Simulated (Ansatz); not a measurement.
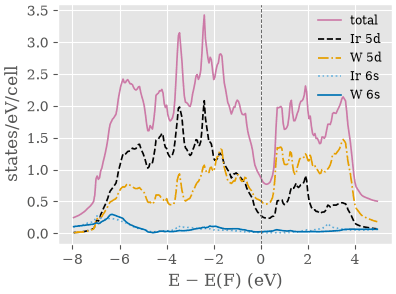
Figure: Total and projected density of states of IrW (L1₀ or tetragonal B2, P4/mmm), PBE in the plane-wave PAW code Ansatz

Q: Which orbitals carry the states next to the Fermi level?

A: Within 0.5 eV of the Fermi level: W 5d 55 %, Ir 5d 35 %, outside the projected shells 5 %. Projections are on Löwdin-orthogonalised atomic valence shells; empty p or d shells of many metals are not among them.

Q: Where is the tallest occupied peak in this window, and what makes it?

A: Near -2.4 eV, about 3.4 states/eV per cell; the largest projected share is Ir 5d.

The start of the workflow was typed in or built on a structure type; neither database checked (COD, Materials Project) lists it. COD files the formula under space group No. 51. Its standing as an ambient phase is unchecked. The PBE relaxation kept the symmetry of its start; its stability against distortions is not shown here. No spin polarisation was allowed. Spin–orbit coupling is left out wherever it is not named.

Potentials: the earlier of the program's two PAW sets.
